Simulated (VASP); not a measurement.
Band structure of MgCu$_{4}$Sn (space group F-43m). All values below come from PBEsol GGA, VASP's PBE PAW potentials (set 64) (plane waves; VASP).

Unless said otherwise, spin-orbit coupling is left out, though it shifts the bands of the heavy elements here.

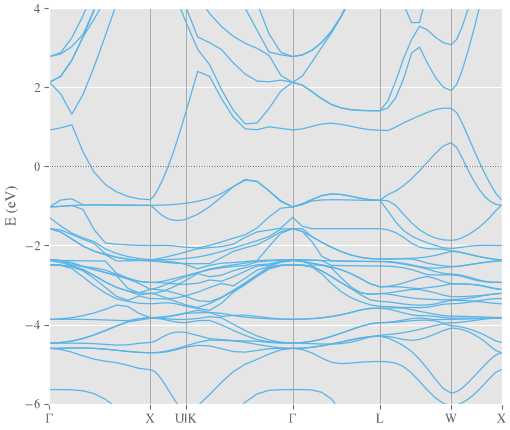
Bands along high-symmetry lines, zero at the valence-band maximum or, without a gap, the Fermi level

**Question.** Read the plot: is there a gap, and where are the band edges?

**Answer.** It has no gap at this level: it comes out as a metal or semimetal.

The structure comes from a computed database's MgCu4Sn entry; how it stands against other phases isn't given here. The cell was not relaxed at this level.
